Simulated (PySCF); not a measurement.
BrH₃O, SMILES `O.Br`.

PySCF calculation, r2SCAN/def2-SVPD, gas phase; geometry: GFN2-xTB. GFN2-xTB bond lengths at metals and heavier atoms can be off by up to 0.1 Å and shapes distorted, which carries into these values.

Cartesian coordinates (Å):

```
O1       2.4698   -0.0002   -0.0481
H2       2.9835    0.7783    0.1799
H3       2.9911   -0.7731    0.1819
Br4     -0.7539    0.0001    0.0029
H5       0.6545   -0.0058   -0.0797
```

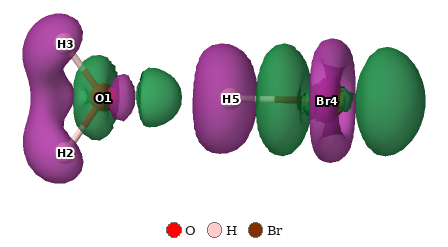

Density of the complex less the densities of the two fragments at the same geometry, ±0.008 e/Å³ (green: gain, purple: loss). Fragment A: H2O (atoms 1–3); fragment B: HBr.

Q: Which way does charge flow?

A: Hirshfeld charges show 0.045 e passing from A to B. By Hirshfeld charges, electrons gather most on Br4 (−0.071 e) and leave H5 most (+0.025 e); 0.11 e is displaced in all, which induces a dipole of 1.33 D.

Q: What is the interaction energy, and which contacts carry it?

A: The counterpoise-corrected interaction energy of the frozen fragments is −4.8 kcal/mol without dispersion correction and −5.0 kcal/mol with D3(BJ). The pair geometry is semi-empirical, not a minimum at this level. Contacts: O1···H5, hydrogen bond, 1.82 Å, ρ = 0.034 a.u. The pose is a local one from a semi-empirical search, not shown to be the most stable.

The PySCF run took 54 s on 1 thread of Intel(R) Xeon(R) Processor @ 2.50GHz (Skylake/Cascade Lake), with other jobs on the host, peak memory 0.38 GiB.
